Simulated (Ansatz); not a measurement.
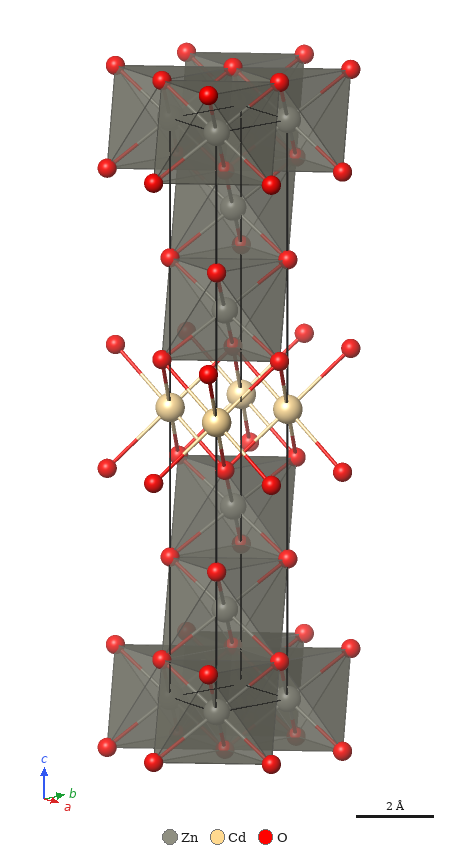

Structure drawing (polyhedral), viewed slightly off an axis. The edges of the conventional unit cell are marked. A few atoms beyond the faces are included.

Zn5CdO6, space group P-3m1 (No. 164), a = 3.107 Å, b = 3.107 Å, c = 15.327 Å, α = 90.00°, β = 90.00°, γ = 120.00°. It goes back to a structure type filled with these elements by a generator (whether the compound takes this form wasn't checked). Earlier steps of the study may have refined or changed the cell and positions. Ansatz was used for an electronic-structure calculation on it.

This one geometry was computed with Ansatz (DFT, plane waves, PAW) at three levels of theory: r2SCAN, PBE and PBEsol.

Which level gives the highest pressure at this volume, and what does that say about its equilibrium volume?

Answer. Highest: PBE (0.0 GPa), which points to the largest equilibrium volume. Lowest, with the smallest volume: r2SCAN (-7.1 GPa) and PBEsol (-7.4 GPa). Levels within 0.5 GPa of each other can't be told apart.

How does the band gap change with the level of theory?

Answer. PBEsol: a gap of 0.28 eV, indirect; PBE: a gap of 0.36 eV, indirect; r2SCAN: a gap of 0.91 eV, indirect.

Collect the results in a table.

Answer.
| level | cutoff (eV) | k-mesh of the run's cell | gap (eV) | pressure (GPa) |
| --- | --- | --- | --- | --- |
| r2SCAN | 500 | 12×12×4 | 0.91 | -7.1 |
| PBE | 420 | 12×12×4 | 0.36 | 0.0 |
| PBEsol | 420 | 12×12×4 | 0.28 | -7.4 |

Gaps are taken on the k-mesh or band path of each run.
